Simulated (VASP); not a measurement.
Band structure of CaSe (rock salt). Level of theory: AM05 GGA, VASP's PBE PAW potentials (set 64) (plane waves; VASP).

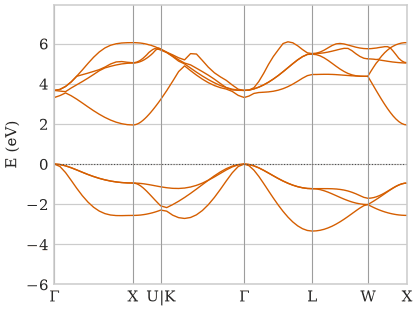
Bands along high-symmetry lines, zero at the valence-band maximum or, without a gap, the Fermi level

### Question
Read the plot: is there a gap, and where are the band edges?

### Answer
The gap is indirect, 1.95 eV, from the valence maximum at Γ to the conduction minimum at X. (Edges off the drawn lines would not show.)

Measured: gap 3.85 eV (computed value off by -1.90 eV), as given by Abedi et al., (2022), arXiv:2211.14644.

The compound is CaSe in the rock salt structure. It was relaxed first.
